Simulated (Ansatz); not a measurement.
The starting structures come from a database of crystals and need not be the phases stable at ambient conditions.

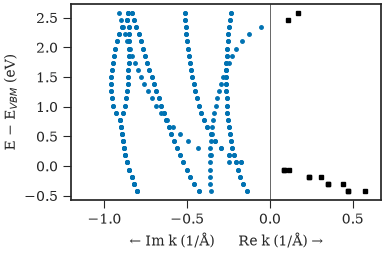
Figure: Complex bands at the centre of the two-dimensional zone; Ansatz (an electronic-structure program) with PBEsol

The gap is the functional's own. No spin-orbit coupling. Mid-gap values are interpolated on the energy grid.

Task: This is MgTe(PbO$_{3}$)$_{2}$ (Fm-3m, not sure to be the ambient phase, 10 atoms a cell, 12.9 Å³ an atom, -2 GPa at this level) along the normal of (111). Read off the slowest decay at the centre of the two-dimensional zone at 1.14 eV, the computed energy nearest the middle of the gap.

Result: κ ≈ 0.26 1/Å, a decay length 1/(2κ) of the density of 1.9 Å.
